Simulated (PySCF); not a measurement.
C$_{6}$H$_{9}$NO

```xyz
17

C     2.3972   -0.2643   -0.2484
C     1.3051    0.7824   -0.2104
O     1.5187    1.9739   -0.3290
N     0.0546    0.3076   -0.0325
C    -1.0842    1.2119    0.0252
C    -2.2369    0.2860    0.2257
C    -1.8354   -0.9719    0.2810
C    -0.3487   -1.0747    0.1246
H     2.2267   -0.9615   -1.0659
H     2.4218   -0.8218    0.6855
H     3.3511    0.2341   -0.3942
H    -0.9665    1.9259    0.8493
H    -1.1622    1.7936   -0.9013
H    -3.2440    0.6505    0.3078
H    -2.4449   -1.8464    0.4175
H    -0.0766   -1.6790   -0.7517
H     0.1172   -1.5343    1.0070
```

Geometry: GFN2-xTB.

Theory: PBE0/def2-SVPD, SCF density, gas phase (PySCF 2.14.0).

**Predict the electron density and electron localisation function between the atoms.**

C–O (1.22 Å): the density is about 3.3 e/Å³ at the midpoint; the ELF peaks at about 0.90 between the atoms; a multiple bond.
C–C (1.32 Å): ρ is about 2.3 e/Å³ halfway; the ELF peaks at about 0.90 between the atoms: a short, multiple covalent bond.
C–N (1.35 Å): ρ at the midpoint is about 2.4 e/Å³; the ELF peaks at about 0.90 between the atoms: a covalent bond.
C–H (1.07 Å): ρ at the midpoint is about 2 e/Å³; the ELF climbs to about 1 towards the hydrogen, as it does in any bond to H (an ordinary covalent bond to hydrogen).

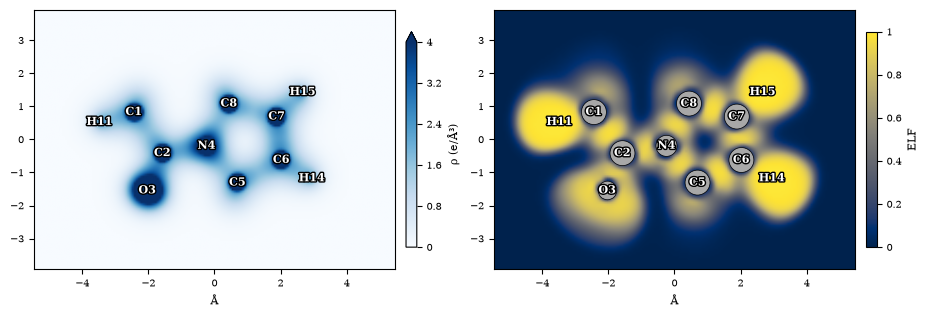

Computed electron density and electron localisation function on the plane of atoms C1, C2 and O3, in this order. Grey discs cover the atomic cores in the ELF map. 
